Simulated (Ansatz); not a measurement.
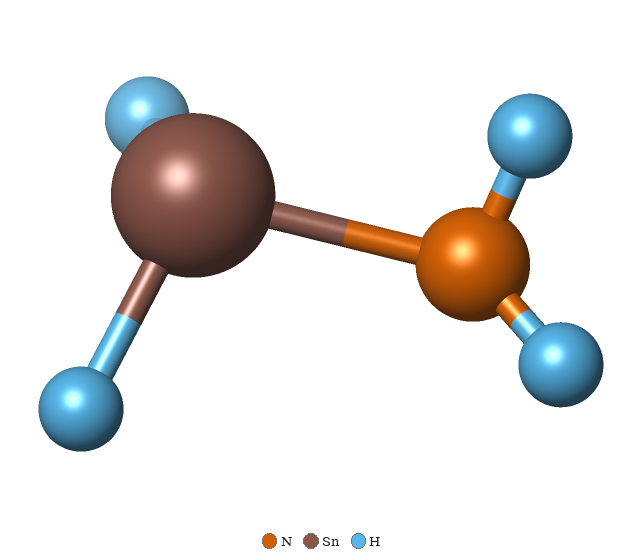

Starting geometry of the run.

Ansatz 0.2.0 input:

```yaml
crystal:
  periodic: [false, false, false]
  atoms:
    - {symbol: N, position_ang: [-0.201695, -1.011658, 0.072020]}
    - {symbol: Sn, position_ang: [0.176213, 0.781712, -0.817767]}
    - {symbol: H, position_ang: [0.079244, -1.634249, -0.674454]}
    - {symbol: H, position_ang: [-0.036716, -1.480625, 0.953283]}
    - {symbol: H, position_ang: [-1.271852, 1.118866, -1.698580]}
    - {symbol: H, position_ang: [0.322017, 1.878446, 0.509752]}
basis:
  gaussian: {orbitals: def2-TZVPP}
magnetization: {spin_polarized: true, initial_magnetization: 1}
correlation: {method: ccsd_t}
scf: {omitted_lower_state_checks: [cluster_reference]}
```

Output:

```
Functional definition: HF
  name "HF"
  cite "Fock, Z. Phys. 61, 126 (1930) doi:10.1007/BF01340294"
  parent pbe
  exchange = exact_x
  correlation = 0
these checks for a lower state are left out or cut short: cluster_reference
967 factors; integrals over basis functions are off by at most 8.6e-4 eV
mean field evaluation 1: about -7346.7667 eV, gradient 2.6e1 eV
mean field evaluation 2: about -7346.7690 eV, gradient 2.6e1 eV
mean field evaluation 4: about -7349.9294 eV, gradient 2.2e0 eV
mean field evaluation 8: about -7350.0058 eV, gradient 4.4e-3 eV
mean field -7350.00582062 eV, -270.1077318949 hartree, gradient 2.5e-6 eV, S^2 0.759083; 0 other end points of the search recorded, 0 dependent functions left out
5 core orbitals not correlated: weight in the atoms' cores, before any rotation towards them, 1.000 or more for the frozen orbitals, at most 0.000 for the correlated occupied ones
reference -7350.00582062 eV, -270.1077318949 hartree; 12, 11 occupied and 120, 121 virtual orbitals, 967 factors
second order -14.61876024 eV of doubles, -0.00000000 eV of singles
cycle   1  -14.54108691 eV  change    7.8e-2 eV  update   9.4e-2
cycle   2  -14.93056347 eV  change   -3.9e-1 eV  update   3.0e-2
cycle   3  -15.01280922 eV  change   -8.2e-2 eV  update   2.0e-2
cycle   4  -15.00781782 eV  change    5.0e-3 eV  update   8.4e-3
cycle   5  -15.00655205 eV  change    1.3e-3 eV  update   6.1e-3
cycle   6  -15.00915054 eV  change   -2.6e-3 eV  update   3.0e-3
cycle   7  -15.00959055 eV  change   -4.4e-4 eV  update   1.4e-3
cycle   8  -15.00985974 eV  change   -2.7e-4 eV  update   5.1e-4
cycle   9  -15.00995380 eV  change   -9.4e-5 eV  update   2.1e-4
cycle  10  -15.00983958 eV  change    1.1e-4 eV  update   1.0e-4
cycle  11  -15.00990205 eV  change   -6.2e-5 eV  update   4.6e-5
cycle  12  -15.00990016 eV  change    1.9e-6 eV  update   1.7e-5
perturbative correction -0.48224735 eV, -0.0177222631 hartree
Total energy: -7365.49796812 eV, -270.6770578147 hartree
Checks for a lower state left out: cluster_reference
```
